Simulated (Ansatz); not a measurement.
# Lattice dynamics of Hg2Ge (model cell, started as cuprite), part 2 of 2

Aim: the vibrations of Hg2Ge (model cell, started as cuprite), their spectra, and whether the structure is stable.

Ansatz 0.2.0; DFT PBEsol, scalar-relativistic, plane waves, PAW.

So far. Step 3 (Bringing the structure to rest, k-mesh 4×4×4, smearing …): Little changed from the start: no atom moved by 0.005 Å and no cell edge by 0.1 %. The relaxed cell has a = 5.799 Å (conventional setting).

The structure was built from a prototype and need not be the compound's stable phase.

In doubt: the program warns that the response may not be converged on this k-mesh (step 5), which bears on the force constants and all frequencies.

### 4. Relaxing to small forces for the phonons

Phonons need a cell at rest on their own settings, so the relaxation is repeated with tight tolerances on forces and stress, using the mesh and the filling of the phonon run that follows.

The input, input.yaml:

```yaml
crystal:
  lattice:
    - [5.7986974218, 0.0, 0.0]
    - [0.0, 5.7986974218, 0.0]
    - [0.0, 0.0, 5.7986974218]
  atoms:
    - { symbol: Ge, position: [0.0, 0.0, 0.0] }
    - { symbol: Ge, position: [0.5, 0.5, 0.5] }
    - { symbol: Hg, position: [0.25, 0.25, 0.25] }
    - { symbol: Hg, position: [0.75, 0.75, 0.25] }
    - { symbol: Hg, position: [0.75, 0.25, 0.75] }
    - { symbol: Hg, position: [0.25, 0.75, 0.75] }
kpoints:
  mp_grid: { grid: [4, 4, 4] }
hamiltonian:
  xc: pbesol
scf:
  occupations: { method: fixed }
output:
  forces: true
  stress: true
  eigenvalues: true
  write_density: true
  write_potential: true
  elf: true
  volumetric_format: npy
relax:
  adjacent_minimum: "off"
  f_tol: 0.001
  max_steps: 60
  cell: { stress_tol: 0.01 }
```

On the command line:

```console
$ ansatz run input.yaml --threads 8 --pin off --max-ram 14336MiB --backend cpu --events-out ev --progress --plain --runs-dir out
```

Numbers of over 12 decimals in the logs are rounded to 6 here.

Log:

```text
[...]
Crystal: 6 atoms, lattice volume = 194.981 Å³
Basis set: ecut = 420 eV, 3791 PW (Γ), exchange–correlation on 80×80×80 points (8 copies of the dense FFT grid, shifted against one another)
Bands: 65, of which v1, the nominal top of the filled ones, is band 54 counted from 1 (53 counted from 0)
Symmetry: 48 space group operations
[...]
k-points: 10 of 64
[...]
cell:  # Å, volume = 194.9806 Å³
    - [5.7986974218, 0.0, 0.0]
    - [0.0, 5.7986974218, 0.0]
    - [0.0, 0.0, 5.7986974218]
  atoms:
    - { symbol: Ge, position: [0.0, 0.0, 0.0] }
    - { symbol: Ge, position: [0.5, 0.5, 0.5] }
    - { symbol: Hg, position: [0.25, 0.25, 0.25] }
    - { symbol: Hg, position: [0.750000, 0.750000, 0.25] }
    - { symbol: Hg, position: [0.750000, 0.25, 0.750000] }
    - { symbol: Hg, position: [0.25, 0.750000, 0.750000] }
[key lines of the parts left out:]
SCF converged after 7 iterations
Free energy (F): -63177.839053 eV
Fermi energy:    7.380931 eV
P = ⅓ Tr σ = -0.0002 GPa (-0.002 kbar)
```

Wall time 3.2 s (8 threads of Arm Neoverse V1, shared host); peak memory 0.8 GiB.

Little changed from the start: no atom moved by 0.005 Å and no cell edge by 0.1 %.

This step gave:

| Quantity | Value |
| --- | --- |
| pressure | -2.09e-4 GPa |

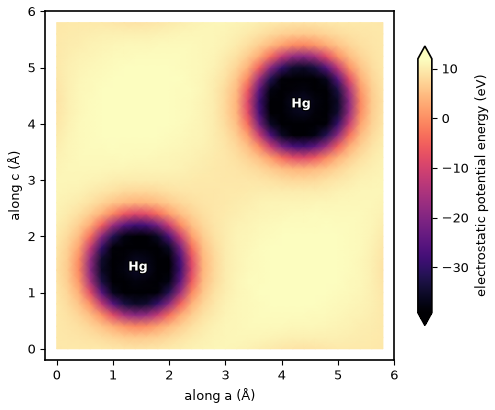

Electrostatic potential energy in the ac plane at fractional y = 0.250, with atoms of Hg within 0.2 Å of it. With pseudopotentials it is smooth inside the atoms' cores, unlike the true potential.

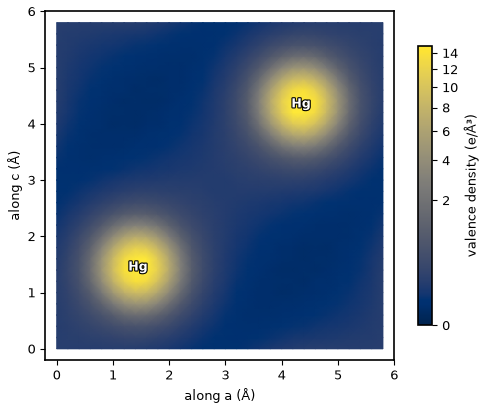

Valence density in the ac plane at fractional y = 0.250, with atoms of Hg within 0.2 Å of it. It is the smooth field of the valence electrons, not physical close to the nuclei. The colour scale is stretched toward low values.

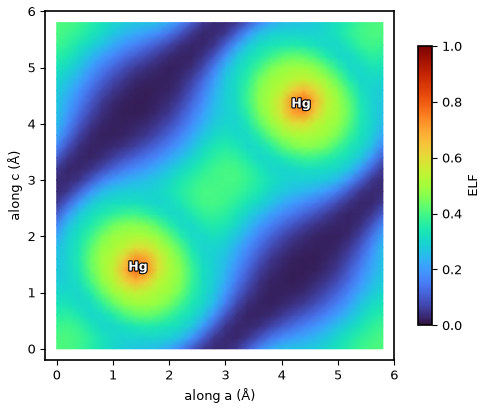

ELF in the ac plane at fractional y = 0.250, with atoms of Hg within 0.2 Å of it. It is the smooth field of the valence electrons, not physical close to the nuclei.

The forces vanish by symmetry and the pressure is 0.000 GPa, within the tolerances set. The cell now holds 32.50 Å³/atom.

### 5. The dispersion

The mesh has a single point along some directions, so zone-edge points there are not solved. Linear response on a 1×1×1 q mesh gives force constants as far as a supercell of that size would.

input.yaml, the sections that differ from step 4:

```yaml
output:
  eigenvalues: true
phonons:
  method: dfpt
  dielectric: true
  rigid_motions: translations
  raman: true
  qmesh: [1, 1, 1]
  temperatures: { t_max: 1000, t_step: 50 }
  qpath:
    path:
      - [[0.0, 0.0, 0.0], [0.0, 0.5, 0.0], [0.5, 0.5, 0.0], [0.0, 0.0, 0.0], [0.5, 0.5, 0.5], [0.0, 0.5, 0.0]]
      - [[0.5, 0.5, 0.5], [0.5, 0.5, 0.0]]
    npoints: 10
# crystal, kpoints, hamiltonian, scf: as in step 4
# relax: removed
```

Log:

```text
Warning: phonons: the dynamical matrix that this run interpolates holds no multipole term above the dipole-dipole one, and a site of this crystal is no centre of inversion, so its interpolated transverse optical and acoustic branches and sound speeds can stay off near Gamma, and the density of states and the thermodynamics with them. What a run solves at a wave vector of phonons.qpoints, Gamma apart, where the deck admits one, is free of this, and under fd what a larger phonons.supercell samples
[...]
Crystal: 6 atoms, lattice volume = 194.981 Å³
Basis set: ecut = 420 eV, 3791 PW (Γ), exchange–correlation on 80×80×80 points (8 copies of the dense FFT grid, shifted against one another)
Bands: 65, of which v1, the nominal top of the filled ones, is band 54 counted from 1 (53 counted from 0)
Symmetry: 48 space group operations
k-points: 24 of 64 (irreducible under 2 space group operations, time reversal used)
[...]
SCF iter   1: F=—  HF=-63177.842859 eV  |F-HF|=—  |Δ(HF+E_count)|=         —  Δρ=2.49e-3  dr2=2.66e-2  ethr=1.77e-3  ⟨swp⟩=4.9  Hψ=4949  notcnv=0  defer=210
[...]
SCF iter  10: F=-63177.839053 eV  HF=-63177.839053 eV  |F-HF|=1.46e-11  |Δ(HF+E_count)|=  9.46e-11  Δρ=3.95e-8  dr2=3.65e-12  ethr=1.00e-12  ⟨swp⟩=12.8  Hψ=8469  notcnv=0
SCF 1 converged in 10 iterations: F = -63177.839053 eV  dr2 = 3.65e-12
[...]
DFPT response loops at Γ: preconditioner auto → none (the input reference at scf.mixing.eps_inf says where Resta's filter doesn't serve); β = 0.50; Broyden in place of MSR1
── the response to a field inside a basis, on 8×8×8 k-points: an SCF that follows is theirs, and a resumed run solves both again ──
Bands: 55, of which v1, the nominal top of the filled ones, is band 54 counted from 1 (53 counted from 0)
k-points: 20
[...]
Eigensolver: Dense (20 Hₖ)
SCF iter   1: F=—  HF=-63177.506404 eV  |F-HF|=—  |Δ(HF+E_count)|=         —  Δρ=4.51e-4  dr2=3.36e-4  ethr=1.00e-1
[...]
SCF iter   8: F=-63177.506345 eV  HF=-63177.506345 eV  |F-HF|=3.64e-11  |Δ(HF+E_count)|=  2.62e-10  Δρ=7.43e-8  dr2=1.75e-11  ethr=1.00e-12
SCF 1 converged in 8 iterations: F = -63177.506345 eV  dr2 = 1.75e-11
[...]
WARN: field response: ε∞ stands inside a basis, on 8×8×8 points; the force constants stand on the 4×4×4 k-mesh, whose period is 8.01 times the interband length at k = (0.0000, 0.0000, 0.0000), direct gap 1.099 eV, under 14: take them and everything formed from them as unconverged, and compare with a denser kpoints.mp_grid
SCF converged after 10 iterations
Free energy (F): -63177.839053 eV
[...]
Internal energy: -63177.839053 eV  (E = F + TS)
E sigma→0 (E₀):  -63177.839053 eV
Fermi energy:    7.380930 eV
[...]
--- Band table (eV; the first three rows and the last of 24) ---
  k-point 0: bands = [... 50 lower, 4.2325, 6.9989, 6.9989, 6.9989, 8.0981, 8.0981, 8.2704, 12.0665, ... 7 higher]
  k-point 1: bands = [... 50 lower, 4.2189, 5.6758, 7.0796, 7.0796, 8.4761, 9.0753, 9.7066, 11.0061, ... 7 higher]
  k-point 2: bands = [... 50 lower, 4.3118, 4.3118, 7.1495, 7.1495, 9.5235, 9.5235, 10.9393, 10.9393, ... 7 higher]
  k-point 23: bands = [... 50 lower, 3.5603, 5.6465, 5.6465, 5.6465, 10.2147, 10.5887, 10.5887, 10.5887, ... 7 higher]
--- Phonons (Γ-DFPT): 2 representative perturbations + reference, on 24 of 64 k-points (Σ response iterations 7) ---
  k mesh reduced under 2 symmetry operations, with k and −k counted as one. Each operation leaves every solved perturbation unchanged. A smaller set is not considered because the run solves the response to a homogeneous field
  ASR residual: 2.509e-5 → 0.000e0 eV/Å²; symmetrization residual: 5.733e-6 eV/Å²
  ASR residual per site (eV/Å²): 2.51e-5 2.51e-5 2.22e-5 2.22e-5 2.22e-5 2.22e-5
  Γ frequencies (cm⁻¹): 0.00 0.00 0.00 15.21 15.21 15.21 56.49 56.49 56.49 62.92 62.92 142.82 183.91 183.91 183.91 240.29 240.29 240.29
  ε∞ (high-frequency dielectric tensor):
       13.643058     0.000000     0.000000
        0.000000    13.643058    -0.000000
        0.000000    -0.000000    13.643058
  ε⁰ (static dielectric tensor: ions relaxed, cell fixed):
       17.490877     0.000000     0.000000
        0.000000    17.490877    -0.000000
        0.000000    -0.000000    17.490877
  ε⁰ − ε∞ (ionic part):
        3.847819     0.000000     0.000000
        0.000000     3.847819    -0.000000
        0.000000    -0.000000     3.847819
  softest optical mode at Γ: 15.21 cm⁻¹; the repairs (sum rule, projections) moved no ω² at Γ by more than (0.69 cm⁻¹)²
  Born effective charges Z* (e; rows j = field, columns β = displacement):
    site 0:
        -0.31215    0.00000   -0.00000
        -0.00000   -0.31215   -0.00000
         0.00000   -0.00000   -0.31215
    site 1:
        -0.31215    0.00000    0.00000
        -0.00000   -0.31215   -0.00000
         0.00000   -0.00000   -0.31215
    site 2:
         0.15608    1.32386    1.32386
         1.32386    0.15608    1.32386
         1.32386    1.32386    0.15608
    site 3:
         0.15608    1.32386   -1.32386
         1.32386    0.15608   -1.32386
        -1.32386   -1.32386    0.15608
    site 4:
         0.15608   -1.32386    1.32386
        -1.32386    0.15608   -1.32386
         1.32386   -1.32386    0.15608
    site 5:
         0.15608   -1.32386   -1.32386
        -1.32386    0.15608    1.32386
        -1.32386    1.32386    0.15608
  Z* charge neutrality: 1.523e-1 e pre-enforcement
  solved inside a basis spanned on kpoints, on 8×8×8 k-points transformed towards the longest dipole: ε∞ is read to err by 1.2e-1, Z* by 6.5e-2 e (field_mesh: kpoints solves on kpoints); Z* is corrected for what the basis lacks
  Raman tensors (in the event stream and the table raman_tensors.tsv): an entry may err by 6.1e1 Å², one of the second-order susceptibility by 2.3e-17 pm/V (basis, points and sum rule); their sum over the sites missed zero by 7.105e-15 Å² ahead of its enforcement
  optical modes at Γ without the LO–TO term, one row a degenerate level:
      ω (cm⁻¹)  modes    IR ((D/Å)²/amu)  static Raman (Å⁴/amu)  depolarisation
         15.21      3             0.0000                 0.0000               —
         56.49      3             3.2690                 0.0000               —
         62.92      2             0.0000                 0.0000               —
        142.82      1             0.0000                 0.0000               —
        183.91      3             0.0000              2558.6932           0.750
        240.29      3             1.7881                 0.0000               —
  optical modes at Γ + LO–TO along q̂ = [1.0000, 0.0000, 0.0000]:
      ω (cm⁻¹)  modes    IR ((D/Å)²/amu)  static Raman (Å⁴/amu)  depolarisation
         15.21      3             0.0000                 0.0000               —
         56.49      2             2.1794                 0.0000               —
         62.92      2             0.0000                 0.0000               —
         63.70      1             1.0704                 0.0000               —
        142.82      1             0.0000                 0.0000               —
        183.91      3             0.0000              2558.6932           0.750
        240.29      2             1.1920                 0.0000               —
        241.30      1             0.6153                 0.0000               —
  optical modes at Γ + LO–TO along q̂ = [0.0000, 1.0000, 0.0000]:
      ω (cm⁻¹)  modes    IR ((D/Å)²/amu)  static Raman (Å⁴/amu)  depolarisation
         15.21      3             0.0000                 0.0000               —
         56.49      2             2.1794                 0.0000               —
         62.92      2             0.0000                 0.0000               —
         63.70      1             1.0704                 0.0000               —
        142.82      1             0.0000                 0.0000               —
        183.91      3             0.0000              2558.6932           0.750
        240.29      2             1.1920                 0.0000               —
        241.30      1             0.6153                 0.0000               —
  optical modes at Γ + LO–TO along q̂ = [0.0000, 0.0000, 1.0000]:
      ω (cm⁻¹)  modes    IR ((D/Å)²/amu)  static Raman (Å⁴/amu)  depolarisation
         15.21      3             0.0000                 0.0000               —
         56.49      2             2.1794                 0.0000               —
         62.92      2             0.0000                 0.0000               —
         63.70      1             1.0704                 0.0000               —
        142.82      1             0.0000                 0.0000               —
        183.91      3             0.0000              2558.6932           0.750
        240.29      2             1.1920                 0.0000               —
        241.30      1             0.6153                 0.0000               —
--- Phonons (arbitrary-q DFPT): 1 irreducible q on the 1×1×1 mesh ---
  q = [0.0000, 0.0000, 0.0000] (star 1, of the zone-centre solve; hermiticity 8.58e-7, symmetrization 2.47e-7): -0.00 0.00 0.00 15.21 15.21 15.21 56.49 56.49 56.49 62.92 62.92 142.82 183.91 183.91 183.91 240.29 240.29 240.29
  sum rule: each row above includes the acoustic sum rule's correction from the zone centre's row sums; it moved no ω² by more than (0.31 cm⁻¹)²
  mesh force constants: q→R imaginary residual 0.00e0; ASR residual 2.509e-5 → 0.000e0 eV/Å²; symmetrization residual 5.329e-15 eV/Å²
  interpolated dispersion: 63 rows × 18 modes
  density of states and harmonic sums: on the 11×11×11 q-mesh, interpolated from the force constants of a 1×1×1 supercell (with the dipole–dipole term)
  largest difference from the sums on the solved wave vectors: F 5.49e-1 eV, S 7.33e-4 and C_V 1.84e-4 eV/K
  zero-point energy: 0.112913 eV/cell   skipped modes (ω ≤ 0): 56, of them read as no rigid motion or as one in doubt: 53 (8.565e-1 modes/cell left out, lowest -17.45 cm⁻¹)   left out of the sums: 4.77e-2 of the cell's modes: C_V's classical limit lies that fraction below 3 k_B per atom; for a crystal, a wire or a layer, F and S can be off by more, and a phonons.interpolated_qmesh denser along its periods is the remedy for the sampling
```

The job ended after 5.4 min (8 threads; peak memory 2.4 GiB; 38 min of CPU time).

Numbers from this step:

```
sum-rule residual before enforcement                          : 2.51e-5 eV/Å²
miss of the charge sum rule                                   : 0.1523 e
estimated error of the dielectric tensor                      : 0.1249
estimated error of the Born charges                           : 0.06471 e
point group                                                   : m-3m
highest optical mode at the zone centre (no LO-TO term)       : 240.3 cm⁻¹
lowest optical zone-centre mode                               : 15.21 cm⁻¹
mean high-frequency dielectric constant                       : 13.64
largest Born charge (third of the trace)                      : -0.3122 e
mean static dielectric constant                               : 17.49
top of the zone-centre spectrum with the field                : 241.3 cm⁻¹
lowest mode on the q mesh (acoustic modes at Γ apart)         : 15.21 cm⁻¹
highest frequency at a solved wavevector (no LO-TO term at Γ) : 240.3 cm⁻¹
```

Optical modes at the zone centre, without and with the macroscopic field of the longitudinal modes; each column is sorted by frequency, so a row need not hold one and the same mode. Modes with and without the field, by row:

```tsv
rank among optical modes	no field (cm⁻¹)	q along (1, 0, 0) (cm⁻¹)
1	15.2	15.2
2	15.2	15.2
3	15.2	15.2
4	56.5	56.5
5	56.5	56.5
6	56.5	62.9
7	62.9	62.9
8	62.9	63.7
9	142.8	142.8
10	183.9	183.9
11	183.9	183.9
12	183.9	183.9
13	240.3	240.3
14	240.3	240.3
15	240.3	241.3
```

Born charge (rows field, columns displacement) (e), principal values of the symmetric part by kind of site:

```tsv
atom	atoms with these values	low	middle	high	mean
Ge1	2	-0.31	-0.31	-0.31	-0.31
Hg3	4	-1.17	-1.17	2.80	0.16
```

In full for Hg3:

```
0.16 1.32 1.32
1.32 0.16 1.32
1.32 1.32 0.16
```

High-frequency dielectric tensor:

```
13.64  0.00  0.00
 0.00 13.64  0.00
 0.00  0.00 13.64
```

Static dielectric tensor (ions relaxed, fixed cell):

```
17.49  0.00  0.00
 0.00 17.49  0.00
 0.00  0.00 17.49
```

Transverse modes. Infrared lines, with heights relative to the strongest:

```tsv
position (cm⁻¹)	label	relative intensity
15	T2u	0.0
56	T1u	100
63	Eu	0.0
143	A2u	0.0
184	T2g	0.0
240	T1u	55
```

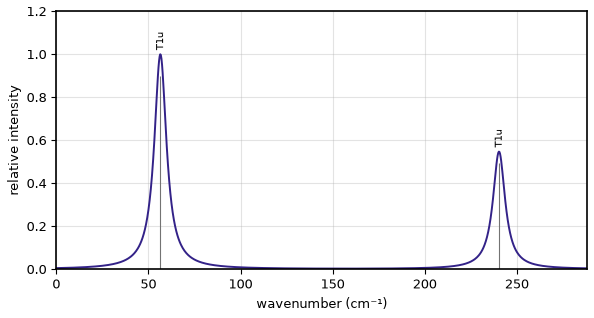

The infrared spectrum, broadened with Lorentzians of width 8 cm⁻¹; bars mark the lines.

Activity x (w_L - w)^4 (n + 1)/w, 532 nm, 300 K; the tensors are static ones, while 532 nm light lies above the computed direct gap, where resonance would change the heights; modes without the macroscopic field alone. Raman lines, with heights relative to the strongest:

```tsv
position (cm⁻¹)	label	relative intensity
15	T2u	0.0
56	T1u	0.0
63	Eu	0.0
143	A2u	0.0
184	T2g	100
240	T1u	0.0
```

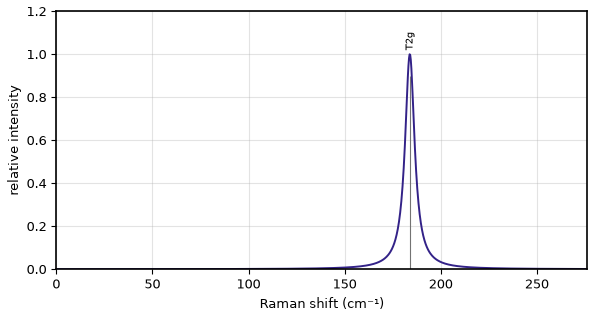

The Raman spectrum, broadened with Lorentzians of width 6 cm⁻¹; bars mark the lines.

Frequencies (cm⁻¹) solved at each irreducible wavevector; negative means imaginary. Frequencies by wavevector, by row:

```tsv
q in reciprocal lattice units	star	mode 1	mode 2	mode 3	mode 4	mode 16	mode 17	mode 18
0 0 0	1	0	0	0	15.2	240.3	240.3	240.3
```

Symmetry leaves 1 wavevectors to solve. The lowest mode among them, the acoustic zeros apart, lies at Γ and is real, 15.2 cm⁻¹.

The log warns of the k mesh: “the force constants stand on the 4×4×4 k-mesh, whose period is 8.01 times the interband length at k = (0.0000, 0.0000, 0.0000), direct gap 1.099 eV, under 14: take them and everything formed from them as unconverged”.

### 6. Results

```
space group after relaxation (within 0.01 Å)            : Pn-3m
volume per atom                                         : 32.5 Å³
gap on the k-mesh                                       : 0.717 eV
highest optical mode at the zone centre (no LO-TO term) : 240 cm⁻¹
top of the zone-centre spectrum with the field          : 241 cm⁻¹
lowest optical zone-centre mode                         : 15.2 cm⁻¹
mean high-frequency dielectric constant                 : 13.6
mean static dielectric constant                         : 17.5
largest Born charge (third of the trace)                : -0.312 e
lowest mode on the q mesh (acoustic modes at Γ apart)   : 15.2 cm⁻¹
imaginary modes on the 1×1×1 q mesh                     : none
```

**Reading.** The structure is a minimum as far as tested: no mode is imaginary at the 1 irreducible wavevectors of the 1×1×1 mesh, and the softest away from the acoustic zeros lies at 15 cm⁻¹. Without the field, the optical modes at Γ span 15 to 240 cm⁻¹. With the macroscopic field of the longitudinal modes the top of the zone-centre spectrum lies at 241 cm⁻¹, against 240 cm⁻¹ without it. Lattice motion raises the mean dielectric constant from 13.64 to 17.49. The strongest infrared line is at 56 cm⁻¹. Averaged over orientations, the strongest Raman line at 532 nm and 300 K is at 184 cm⁻¹. The tensors are the static, non-resonant ones, while 532 nm light (2.33 eV) lies above the computed gap. With the field response the log warns that the k mesh is coarse for the force constants too, so the frequencies may not be converged. The q mesh is too sparse to interpolate, so only the solved wavevectors are given. The program warns that the interpolation holds no quadrupole term, so branches close to Γ can be off in this crystal. Spin-orbit coupling is left out, which can matter for the heavy elements here. The starting cell was built on a prototype and not taken from a measurement, so the phase need not exist. These are harmonic frequencies at zero temperature: anharmonic shifts, linewidths and thermal expansion are left out.

[Logs are printed without paths, hosts, clocks, repeated set-up lines and the standing remarks that a program may print on its own settings, such as how far it seeks lower states.]

[Hosts, paths, dates, database ids (printed as entryN), source tags and the programs' standing remarks are cut or masked in the printed files.]
